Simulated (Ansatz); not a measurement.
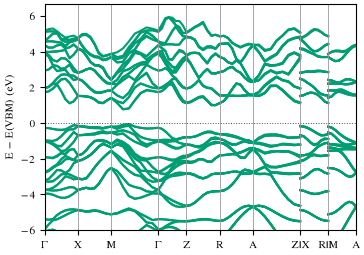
Band structure from plane-wave PAW r²SCAN with spin–orbit coupling (Ansatz code)

Problem. Read off the gap and where the band edges lie.

Solution. About 0.7 eV (0.70 eV by a search for the band edges); maximum on the M–Γ line, 32 % of the way from M, minimum on the M–Γ line, 31 % of the way from M.

The material is Ge in space group P4_32_12 (No. 96; Ge on 4a, Ge on 8b).

The first step of the workflow began from a Materials Project structure, measured or hypothetical; the Crystallography Open Database files this formula in space group No. 96, but the cells were not matched. It is not the phase usual at ambient conditions (space group No. 227). The cell was relaxed with r²SCAN under the symmetry of its start; its stability against distortions is not shown here.

Potentials: the later of the program's two PAW sets.
